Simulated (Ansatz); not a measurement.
**Run report: SiN₂H₈O, frequency calculation**

System: SiN₂H₈O.
Method: RKS PBE/6-31G* (Ansatz 0.2.0).

It belongs to a series of runs on one base structure; here: vibrations at the highest image of the band. Figures and captions count atoms from 1; the log counts them from 0 in places.

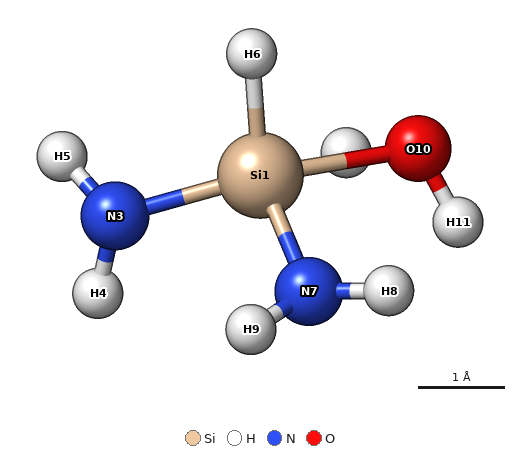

**Figure 1.** The structure as given in the input (ball-and-stick view, seen at a tilt; atoms are numbered from 1 in the order of the input). Bond lengths as drawn: H–N 1.02 Å, H–O 0.98 Å, H–Si 1.49 Å, N–Si 1.74 to 1.77 Å and O–Si 1.97 Å.

**Key numbers**

| quantity | value |
| --- | --- |
| outcome | converged |
| total energy | −13023.6573 eV |
| mean-field energy | −13023.6573 eV |
| largest force (length of the vector) | 0.047 eV/Å |
| hardware | 1 thread of Arm Neoverse V2, 24 GiB of memory available, shared host |
| wall time | 2 min |
| peak memory | 0.12 GiB |

**Input file**
```yaml
crystal:
  periodic: [false, false, false]
  atoms:
    - { symbol: Si, position_ang: [-0.263514, -0.021293, -0.218568] }
    - { symbol: H, position_ang: [0.186548, 0.295353, 1.507357] }
    - { symbol: "N", position_ang: [1.447458, -0.177301, -0.638153] }
    - { symbol: H, position_ang: [1.94106, -0.980685, -0.238432] }
    - { symbol: H, position_ang: [2.007594, 0.660441, -0.457846] }
    - { symbol: H, position_ang: [-0.577638, 1.340173, -0.746269] }
    - { symbol: "N", position_ang: [-0.780613, -1.556035, -0.855763] }
    - { symbol: H, position_ang: [-1.773465, -1.757685, -0.967774] }
    - { symbol: H, position_ang: [-0.226139, -1.940773, -1.621525] }
    - { symbol: O, position_ang: [-1.886433, 0.029244, 0.90572] }
    - { symbol: H, position_ang: [-2.129232, -0.888616, 1.161259] }
    - { symbol: H, position_ang: [-0.819927, 0.237976, 1.563594] }
basis:
  gaussian: { orbitals: "6-31G*" }
hamiltonian:
  xc: pbe
phonons: {}
```

Launched with:
```bash
ansatz run input.yaml --threads 1 --pin off --max-ram 2048MiB --backend cpu --events-out ev --progress --plain --runs-dir out
```

**What the program printed**
```
Engine: ansatz 0.2.0, aarch64-unknown-linux-gnu
Functional definition: PBE
  parameter kappa = 0.804
  parameter beta = 0.06672455060314922
  exchange = pbe_x(kappa = kappa, mu = beta*pi^2/3)
  correlation = pbe_c(beta = beta)
1069 factors; their error is unknown
mean field evaluation 1: about -13006.9167 eV, gradient 9.4e1 eV
mean field evaluation 2: about -12953.5951 eV, gradient 1.7e2 eV
mean field evaluation 4: about -13023.3443 eV, gradient 1.4e1 eV
mean field evaluation 8: about -13023.7200 eV, gradient 1.0e-1 eV
mean field evaluation 16: about -13023.6572 eV, gradient 3.1e-4 eV
mean field -13023.65722316 eV, -478.6105751993 hartree, gradient 1.0e-5 eV, S^2 0.000000; 0 other end points of the search recorded, 0 dependent functions left out
the calculation of the forces begins
reference -13023.65725388 eV, -478.6105763282 hartree; 22, 22 occupied and 58, 58 virtual orbitals, 1069 factors
these checks for a lower state are left out or cut short: stability, starts, cluster_reference, orbital_swaps, neighbouring_geometries, increment
1069 factors; their error is unknown
mean field -13023.65707303 eV, -478.6105696820 hartree, gradient 1.3e-6 eV, S^2 0.000000; 0 other end points of the search recorded, 0 dependent functions left out
[... from here on the field's lines of each further geometry are left out, up to the last ...]
the calculation of the forces begins
reference -13023.65720346 eV, -478.6105744754 hartree; 22, 22 occupied and 58, 58 virtual orbitals, 1069 factors
these checks for a lower state are left out or cut short: stability, starts, cluster_reference, orbital_swaps, neighbouring_geometries, increment
1069 factors; their error is unknown
mean field evaluation 448: about -13023.6572 eV, gradient 2.1e-5 eV
mean field -13023.65722356 eV, -478.6105752138 hartree, gradient 1.4e-6 eV, S^2 0.000000; 0 other end points of the search recorded, 0 dependent functions left out
the calculation of the forces begins
reference -13023.65725428 eV, -478.6105763430 hartree; 22, 22 occupied and 58, 58 virtual orbitals, 1069 factors
WARN: phonons: modes at or below zero, which the zero-point energy, F, S and C_V leave out: 1, the lowest at -1158.93 cm⁻¹. A minimum has none, and a first-order saddle one
Total energy: -13023.65725388 eV, -478.6105763282 hartree
Atom 0 at    -0.263514    -0.021293    -0.218568 Å, force    -0.021834     0.008256     0.011254 eV/Å
Atom 1 at     0.186548     0.295353     1.507357 Å, force     0.014627     0.004210     0.003169 eV/Å
Atom 2 at     1.447458    -0.177301    -0.638153 Å, force     0.004439    -0.006984    -0.001825 eV/Å
Atom 3 at     1.941060    -0.980685    -0.238432 Å, force    -0.001932    -0.001130    -0.000495 eV/Å
Atom 4 at     2.007594     0.660441    -0.457846 Å, force    -0.002913     0.001479     0.001995 eV/Å
Atom 5 at    -0.577638     1.340173    -0.746269 Å, force    -0.000946    -0.000963    -0.000163 eV/Å
Atom 6 at    -0.780613    -1.556035    -0.855763 Å, force    -0.000807     0.002617     0.002617 eV/Å
Atom 7 at    -1.773465    -1.757685    -0.967774 Å, force     0.000252    -0.002717    -0.002803 eV/Å
Atom 8 at    -0.226139    -1.940773    -1.621525 Å, force    -0.001100    -0.000089    -0.001496 eV/Å
Atom 9 at    -1.886433     0.029244     0.905720 Å, force     0.047368    -0.002368    -0.001982 eV/Å
Atom 10 at    -2.129232    -0.888616     1.161259 Å, force    -0.000374     0.000289    -0.000095 eV/Å
Atom 11 at    -0.819927     0.237976     1.563594 Å, force    -0.036781    -0.002601    -0.010177 eV/Å
Dipole moment:     0.068661    -0.406128     0.034369 e Å
Vibrations: -1158.93 104.77 263.37 309.52 317.35 362.63 429.72 490.03 517.82 602.04 640.29 737.19 754.01 777.85 794.05 871.61 925.20 941.48 984.27 1419.76 1566.03 1585.69 1629.05 1840.95 2206.91 3437.29 3484.59 3531.65 3590.02 3605.59 cm⁻¹, zero-point energy 2.400378 eV
```

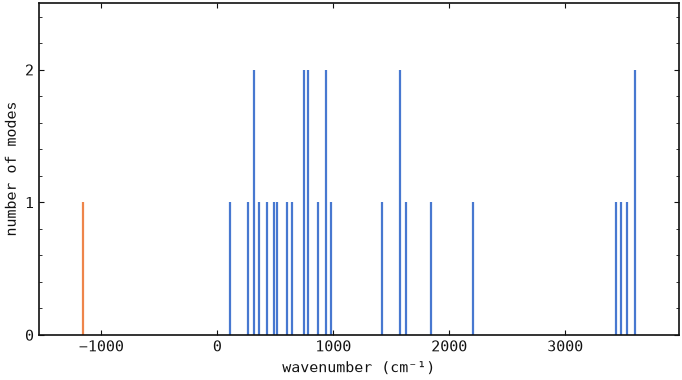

**Figure 2.** Harmonic vibrational wavenumbers from the force constants; neighbouring modes closer than 22 cm⁻¹ are counted in one stick, and imaginary ones are drawn at negative wavenumbers. 30 modes from 1159i to 3606 cm⁻¹, 1 imaginary beyond 8i (1159i cm⁻¹): a first-order saddle point, if the geometry is stationary.
